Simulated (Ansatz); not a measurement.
```xyz
9

Zn   -0.9375    0.6767    1.6099
C     0.9937   -0.0662   -0.9299
C    -0.1090   -0.7858   -0.6759
H    -1.4345   -0.7396    1.3129
Cl   -0.2951    2.6717    1.9874
H     1.9825   -0.3861   -0.5913
H     0.9456    0.8806   -1.4762
H    -0.0583   -1.7471   -0.1590
H    -1.0872   -0.5042   -1.0780
```

Not at a stationary point (largest force 0.6 eV/Å).

The calculation used Ansatz, RKS PBE-D4/def2-mTZVP.

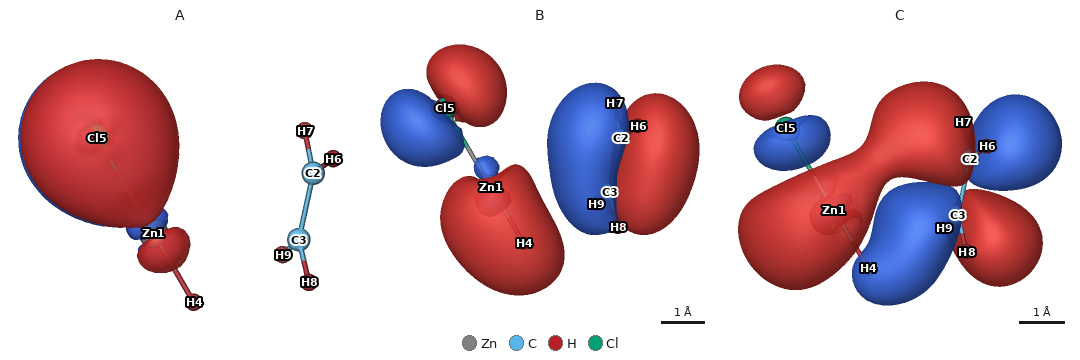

ClHZn···C₂H₄. Three frontier orbitals at ±0.06 Å⁻³ᐟ² (red and blue are the two phases), in no order.

Q: Order the three orbitals by energy and name them.

A: A is the HOMO−1 (−7.15 eV). It lies mainly on Cl5 (about 90 %) and Zn1 (about 10 %); largely a lone pair of Cl5. B is the HOMO (−6.66 eV). Its weight (Hirshfeld) is mainly on C2 (about 30 %), C3 (about 25 %), Cl5 (about 15 %), Zn1 (about 15 %) and H4 (about 10 %). C is the LUMO (−1.65 eV). It lies mainly on C2 (about 25 %), C3 (about 25 %), Zn1 (about 25 %) and Cl5 (about 5 %).

Q: What is the HOMO–LUMO gap?

A: 5.01 eV between the orbital energies.
